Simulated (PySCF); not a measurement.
## Geometry relaxation, with input and output: C₂H₉ClOSi₂

C₂H₉ClOSi₂, computed with PBE0-D3(BJ)/def2-SVP geometry optimisation, gas phase (PySCF 2.14.0).

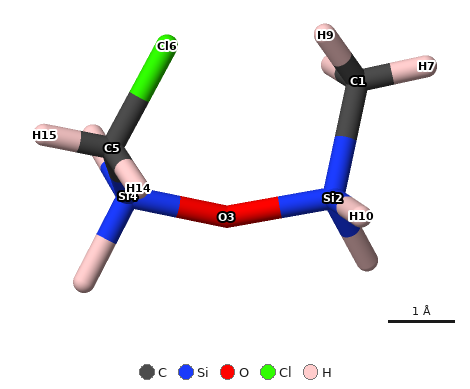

**Figure 1.** The structure as given in the input (stick view, seen at a tilt; atoms are numbered from 1 in the order of the input). Bond lengths as drawn: C–Cl 1.79 Å, C–H 1.07 to 1.13 Å, C–Si 1.89 to 1.92 Å, H–Si 1.45 to 1.47 Å and O–Si 1.57 to 1.65 Å.

### Key numbers

| quantity | value |
| --- | --- |
| outcome | converged |
| total energy | −1195.118677 hartree |
| dipole moment | 0.92 D |
| point group | C1 |
| hardware | 1 CPU thread, shared host |
| wall time | 2 min |
| peak memory | 0.56 GiB |

### Input file
```
{"job": {"xc": "PBE0", "basis": "def2-SVP", "d3": "d3bj", "grid": 1, "shake": 0.01, "kind": "geom"}, "charge": 0, "multiplicity": 1}
C      2.364180     0.272920     0.133300
Si     1.244480    -1.200720    -0.265850
O     -0.214830    -0.688720    -0.854740
Si    -1.497640     0.207730    -0.912610
C     -2.175990     0.511550     0.855460
Cl    -0.964760     1.441420     1.792520
H      3.327910    -0.011620     0.495910
H      2.519360     0.920720    -0.756880
H      1.884930     0.933230     0.908210
H      0.951660    -1.989240     0.943140
H      1.756230    -2.011380    -1.357410
H     -2.511770    -0.601200    -1.614000
H     -1.244540     1.501140    -1.533350
H     -2.364150    -0.400820     1.424340
H     -3.090410     1.097600     0.885730
```

The first line tells a small driver script what to run in PySCF; the rest is the geometry in Å.

Run as:
```bash
OMP_NUM_THREADS=1 python <driver script> task.json out
```

### Output
```
step   0  E = -1195.10830719  max force = 0.051648
step   1  E = -1195.11789640  max force = 0.008090
step   2  E = -1195.11825057  max force = 0.003395
step   3  E = -1195.11840988  max force = 0.002014
step   4  E = -1195.11850156  max force = 0.003023
step   5  E = -1195.11860126  max force = 0.003234
step   6  E = -1195.11865186  max force = 0.001573
step   7  E = -1195.11867284  max force = 0.000480
step   8  E = -1195.11867715  max force = 0.000434
optimisation converged
```

### Trajectory as extended XYZ (Å, eV, eV/Å), 9 frames, from step=0 to step=8
```
15
Properties=species:S:1:pos:R:3:forces:R:3 step=0 energy=-32520.55348
C     2.3642    0.2729    0.1333   -1.5239   0.8460  -0.2479
Si    1.2445   -1.2007   -0.2658    0.1823   0.9866   0.3017
O    -0.2148   -0.6887   -0.8547    2.2996  -1.3114   0.1091
Si   -1.4976    0.2077   -0.9126   -2.6558   0.8661   0.8205
C    -2.1760    0.5115    0.8555    0.4484   0.0974  -0.3110
Cl   -0.9648    1.4414    1.7925    0.2466   0.1212   0.1254
H     3.3279   -0.0116    0.4959    1.0676  -0.4398   0.4148
H     2.5194    0.9207   -0.7569   -0.0761  -0.3094   0.1577
H     1.8849    0.9332    0.9082    0.2262  -0.5667  -0.4617
H     0.9517   -1.9892    0.9431    0.0991  -0.2874   0.3066
H     1.7562   -2.0114   -1.3574    0.5260  -0.5465  -0.3751
H    -2.5118   -0.6012   -1.6140   -0.4318   0.0650  -0.3183
H    -1.2445    1.5011   -1.5333    0.0444   0.6064  -0.3182
H    -2.3641   -0.4008    1.4243   -0.0144  -0.3682  -0.0341
H    -3.0904    1.0976    0.8857   -0.4382   0.2406  -0.1693
15
Properties=species:S:1:pos:R:3:forces:R:3 step=1 energy=-32520.81442
C     2.3598    0.2898    0.0473    0.1361  -0.0411   0.1363
Si    1.2659   -1.2007   -0.2278    0.0457   0.1664  -0.0542
O    -0.2098   -0.7147   -0.8197   -0.4160   0.1823  -0.1548
Si   -1.5725    0.2252   -0.8745    0.3560  -0.2375   0.1908
C    -2.1828    0.5125    0.8934    0.0227   0.0876   0.0707
Cl   -0.9309    1.3824    1.8508   -0.0365  -0.0630  -0.0783
H     3.3577    0.0046    0.4302   -0.1560  -0.0033  -0.0489
H     2.5057    0.8375   -0.8948    0.0000   0.0038  -0.0742
H     1.8973    0.9804    0.7692   -0.0189  -0.0359   0.0120
H     1.0469   -1.9705    1.0340    0.0178   0.0129   0.0156
H     1.8775   -2.1062   -1.2488   -0.0348  -0.0121   0.0443
H    -2.6459   -0.4815   -1.6344    0.0273  -0.0342   0.0164
H    -1.3023    1.5459   -1.5100    0.0496   0.0038   0.0003
H    -2.3878   -0.4340    1.4149    0.0043  -0.0262  -0.0362
H    -3.0999    1.1202    0.9272    0.0025  -0.0035  -0.0399
15
Properties=species:S:1:pos:R:3:forces:R:3 step=2 energy=-32520.82406
C     2.3577    0.2954    0.0370    0.0324   0.0410  -0.0081
Si    1.2595   -1.1889   -0.2267    0.0159   0.0609   0.0363
O    -0.2165   -0.7146   -0.8255   -0.1746   0.0291  -0.1253
Si   -1.5672    0.2276   -0.8680    0.1717  -0.0882   0.0567
C    -2.1828    0.5045    0.8952    0.0002   0.0360   0.0497
Cl   -0.9199    1.3435    1.8587   -0.0144  -0.0209  -0.0211
H     3.3454    0.0024    0.4280   -0.0236  -0.0191  -0.0047
H     2.5121    0.8301   -0.9135    0.0042  -0.0032   0.0090
H     1.8928    0.9921    0.7512   -0.0057  -0.0158   0.0004
H     1.0402   -1.9343    1.0498    0.0084   0.0012   0.0128
H     1.8655   -2.1185   -1.2262   -0.0159  -0.0113   0.0076
H    -2.6387   -0.4714   -1.6362   -0.0005  -0.0162   0.0040
H    -1.2763    1.5494   -1.4934    0.0068   0.0107   0.0054
H    -2.3999   -0.4483    1.4003   -0.0093  -0.0069  -0.0149
H    -3.0933    1.1219    0.9264    0.0042   0.0027  -0.0077
15
Properties=species:S:1:pos:R:3:forces:R:3 step=3 energy=-32520.82839
C     2.3621    0.3044    0.0117   -0.0434   0.0280  -0.0659
Si    1.2515   -1.1762   -0.2159    0.0149  -0.0050   0.0881
O    -0.2226   -0.7184   -0.8335    0.0461  -0.1036  -0.0886
Si   -1.5571    0.2341   -0.8630   -0.0478   0.0709   0.0054
C    -2.1896    0.4881    0.8979   -0.0026  -0.0185  -0.0095
Cl   -0.9199    1.2763    1.8895    0.0124   0.0066   0.0164
H     3.3394    0.0033    0.4171    0.0377  -0.0147   0.0197
H     2.5302    0.8131   -0.9508    0.0072   0.0031   0.0230
H     1.8985    1.0198    0.7074    0.0045   0.0061   0.0066
H     1.0287   -1.8784    1.0853    0.0030   0.0058  -0.0018
H     1.8484   -2.1457   -1.1810    0.0000  -0.0031  -0.0096
H    -2.6296   -0.4426   -1.6503   -0.0026   0.0034  -0.0018
H    -1.2409    1.5640   -1.4607   -0.0201   0.0072   0.0064
H    -2.4321   -0.4731    1.3751   -0.0134   0.0053   0.0048
H    -3.0883    1.1223    0.9282    0.0042   0.0083   0.0069
15
Properties=species:S:1:pos:R:3:forces:R:3 step=4 energy=-32520.83088
C     2.3578    0.3140   -0.0111   -0.0533   0.0075  -0.0587
Si    1.2427   -1.1685   -0.2029    0.0112  -0.0164   0.0909
O    -0.2275   -0.7285   -0.8460    0.1289  -0.1554  -0.0748
Si   -1.5478    0.2400   -0.8632   -0.1339   0.1427   0.0054
C    -2.1875    0.4704    0.8988   -0.0088  -0.0425  -0.0332
Cl   -0.9055    1.2042    1.9145    0.0139   0.0153   0.0274
H     3.3275    0.0133    0.4126    0.0445  -0.0010   0.0196
H     2.5400    0.7970   -0.9839    0.0054   0.0029   0.0187
H     1.8924    1.0483    0.6634    0.0118   0.0084   0.0034
H     1.0127   -1.8281    1.1192   -0.0007   0.0026  -0.0067
H     1.8393   -2.1713   -1.1333    0.0067   0.0031  -0.0130
H    -2.6258   -0.4080   -1.6672    0.0033   0.0081  -0.0060
H    -1.2111    1.5786   -1.4306   -0.0244   0.0021   0.0003
H    -2.4572   -0.4956    1.3512   -0.0102   0.0113   0.0133
H    -3.0711    1.1251    0.9356    0.0057   0.0112   0.0136
15
Properties=species:S:1:pos:R:3:forces:R:3 step=5 energy=-32520.83360
C     2.3510    0.3289   -0.0541   -0.0363  -0.0221  -0.0113
Si    1.2278   -1.1561   -0.1761    0.0031  -0.0250   0.0508
O    -0.2329   -0.7490   -0.8694    0.1530  -0.1434  -0.0345
Si   -1.5297    0.2530   -0.8630   -0.1663   0.1594   0.0214
C    -2.1869    0.4356    0.8996   -0.0100  -0.0479  -0.0467
Cl   -0.8912    1.0705    1.9632    0.0141   0.0243   0.0240
H     3.3095    0.0374    0.4026    0.0268   0.0173   0.0061
H     2.5568    0.7608   -1.0454   -0.0035  -0.0011   0.0030
H     1.8846    1.0998    0.5776    0.0133   0.0137   0.0024
H     0.9813   -1.7374    1.1787   -0.0034  -0.0044  -0.0117
H     1.8279   -2.2132   -1.0418    0.0125   0.0078  -0.0119
H    -2.6129   -0.3383   -1.7022    0.0072   0.0081  -0.0103
H    -1.1585    1.6062   -1.3725   -0.0132  -0.0038  -0.0032
H    -2.5069   -0.5346    1.3081   -0.0008   0.0103   0.0136
H    -3.0410    1.1274    0.9515    0.0035   0.0069   0.0083
15
Properties=species:S:1:pos:R:3:forces:R:3 step=6 energy=-32520.83498
C     2.3423    0.3293   -0.0471   -0.0071  -0.0174   0.0171
Si    1.2279   -1.1621   -0.1772    0.0011   0.0062   0.0154
O    -0.2315   -0.7557   -0.8752    0.0668  -0.0760  -0.0237
Si   -1.5293    0.2511   -0.8658   -0.0748   0.0809   0.0202
C    -2.1800    0.4376    0.8986   -0.0079  -0.0225  -0.0222
Cl   -0.8820    1.0803    1.9568    0.0039   0.0083   0.0105
H     3.3040    0.0449    0.4089    0.0070   0.0135  -0.0036
H     2.5456    0.7657   -1.0368   -0.0046  -0.0028  -0.0057
H     1.8724    1.0970    0.5864    0.0078   0.0028  -0.0026
H     0.9793   -1.7532    1.1725   -0.0058  -0.0052  -0.0043
H     1.8379   -2.2092   -1.0488    0.0058   0.0059  -0.0032
H    -2.6142   -0.3393   -1.7031    0.0048   0.0033  -0.0046
H    -1.1610    1.6038   -1.3781   -0.0013  -0.0034  -0.0023
H    -2.4993   -0.5298    1.3141    0.0044   0.0052   0.0094
H    -3.0332    1.1306    0.9517    0.0001   0.0013  -0.0006
15
Properties=species:S:1:pos:R:3:forces:R:3 step=7 energy=-32520.83555
C     2.3357    0.3308   -0.0453    0.0126  -0.0063   0.0247
Si    1.2265   -1.1647   -0.1736   -0.0014   0.0127  -0.0115
O    -0.2297   -0.7634   -0.8835   -0.0113   0.0002  -0.0029
Si   -1.5250    0.2528   -0.8673    0.0084  -0.0044   0.0079
C    -2.1770    0.4334    0.8971    0.0002   0.0037   0.0025
Cl   -0.8801    1.0731    1.9604   -0.0014  -0.0012  -0.0030
H     3.2997    0.0556    0.4121   -0.0062   0.0033  -0.0078
H     2.5376    0.7619   -1.0377   -0.0060  -0.0025  -0.0061
H     1.8641    1.1016    0.5828   -0.0012   0.0014  -0.0007
H     0.9709   -1.7563    1.1742   -0.0040  -0.0025  -0.0006
H     1.8464   -2.2090   -1.0419    0.0019   0.0008   0.0022
H    -2.6097   -0.3290   -1.7105   -0.0011   0.0012  -0.0006
H    -1.1530    1.6064   -1.3733    0.0082  -0.0003   0.0027
H    -2.5002   -0.5323    1.3129    0.0058  -0.0019  -0.0005
H    -3.0273    1.1300    0.9505   -0.0044  -0.0043  -0.0062
15
Properties=species:S:1:pos:R:3:forces:R:3 step=8 energy=-32520.83566
C     2.3329    0.3314   -0.0413    0.0089   0.0007   0.0144
Si    1.2263   -1.1656   -0.1736    0.0003   0.0086  -0.0069
O    -0.2288   -0.7649   -0.8861   -0.0223   0.0089  -0.0026
Si   -1.5234    0.2530   -0.8684    0.0211  -0.0158  -0.0001
C    -2.1754    0.4325    0.8956    0.0009   0.0082   0.0065
Cl   -0.8797    1.0753    1.9586   -0.0041  -0.0022  -0.0034
H     3.2980    0.0588    0.4150   -0.0036  -0.0008  -0.0047
H     2.5328    0.7626   -1.0342   -0.0036  -0.0002  -0.0027
H     1.8599    1.1016    0.5866   -0.0014  -0.0014  -0.0006
H     0.9674   -1.7608    1.1721   -0.0024  -0.0012  -0.0001
H     1.8502   -2.2069   -1.0425    0.0008   0.0000   0.0021
H    -2.6084   -0.3270   -1.7126   -0.0012   0.0020   0.0000
H    -1.1494    1.6065   -1.3728    0.0065   0.0010   0.0027
H    -2.4968   -0.5334    1.3124    0.0041  -0.0031  -0.0014
H    -3.0270    1.1278    0.9481   -0.0039  -0.0047  -0.0031
```

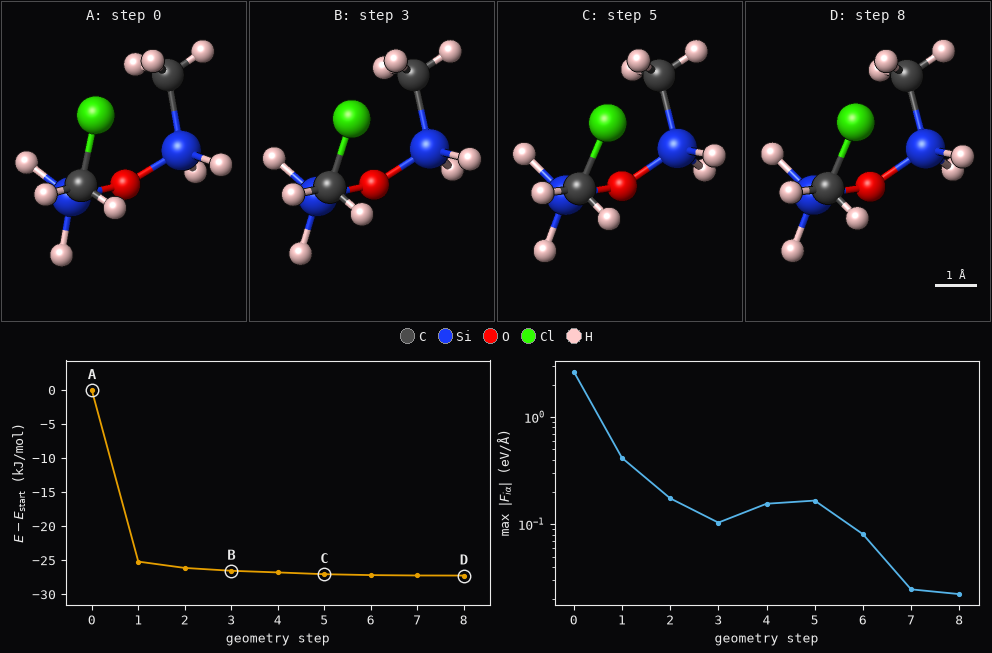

**Figure 2.** Frames of the relaxation (ball-and-stick view, seen at a tilt) above the curves, on which the letters mark them (steps are counted from 0).

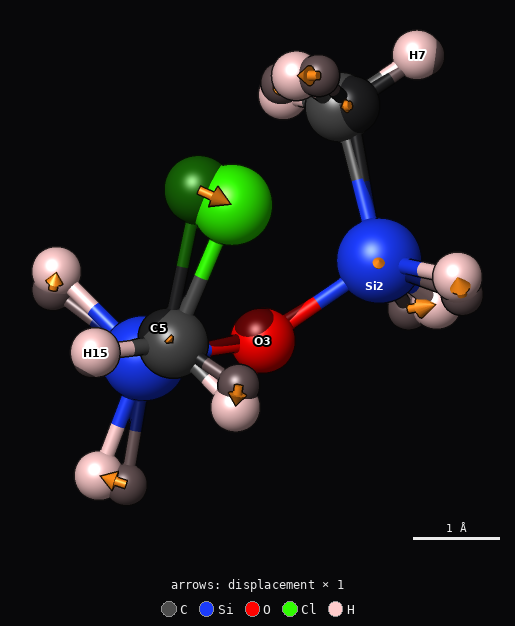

**Figure 3.** Start (faint) and end (solid) with the displacements as orange arrows, at true length (ball-and-stick view, seen at a tilt). The two geometries are laid on each other by the best rigid fit. After 8 geometry steps the energy has fallen by 27.2 kJ/mol. Largest force component: 2.7 eV/Å at the start, 0.022 eV/Å at the end. Cl6 moves most after the best rigid fit: 0.43 Å. Largest moves by element: Cl 0.43 Å, H 0.38 Å, C 0.15 Å, Si 0.10 Å, O 0.08 Å. Among the contacts that change: O3–Si4 1.566 → 1.647 Å, Si2–H11 1.453 → 1.493 Å, Si4–H13 1.457 → 1.492 Å, C1–H7 1.068 → 1.102 Å. Among the angles that change: Si2–O3–Si4 155.9° → 146.0°, H10–Si2–H11 112.8° → 108.6°, O3–Si2–H11 102.5° → 106.5°. (Atoms are counted from 1 in the order of the input.)
